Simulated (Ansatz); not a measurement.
Ga2O2 (triplet)

```xyz
4

Ga    0.4782    1.1621    0.8611
Ga   -0.4779   -1.1615   -0.8606
O    -0.8676   -0.2039    0.7564
O     0.8674    0.2033   -0.7569
```

Geometry: PBE-D4/def2-SVP.

Method: UKS PBE0-D4/def2-TZVP (Ansatz 0.2.0).

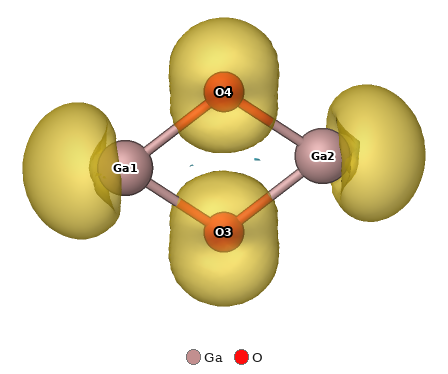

Figure 1. Isosurfaces of the spin density at +0.03 (yellow) and −0.03 e/Å³ (cyan), seen at a tilt.

Q: Describe the spin distribution.

A: The unpaired spin (2 electrons) lies mostly on O3 (about 0.7), O4 (about 0.7), Ga1 (about 0.3) and Ga2 (about 0.3), in electrons by Hirshfeld's partition.

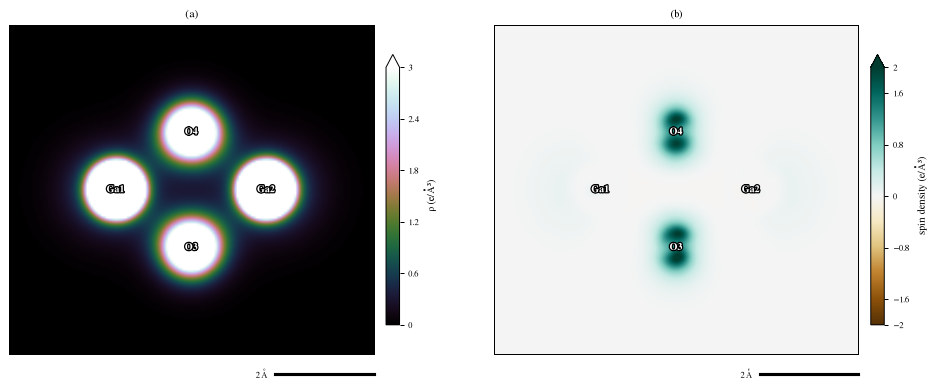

Figure 2. (a) electron density; (b) spin density (α minus β) on the molecular plane.

Q: Describe what can be read from this map.

A: The plane passes through Ga and O nuclei. Ga–O (1.92 Å): ρ is about 0.65 e/Å³ halfway.

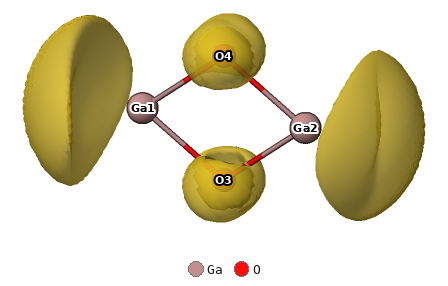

Figure 3. Isosurface of the ELF at 0.8 (yellow), seen at a tilt. Only the valence region is drawn (cores and ρ < 0.01 e/Å³ removed).

Q: What do the ELF domains correspond to?

A: The ELF exceeds this value in two lobes on Ga, pointing away from the bonds (non-bonding electrons) and two regions wrapped around O (the valence shell of each). Profiles from the grid: Ga–O (1.92 Å): the ELF peaks at about 0.80 in the valence shell of O, 0.6 Å from its nucleus, and is about 0.20 at the midpoint.
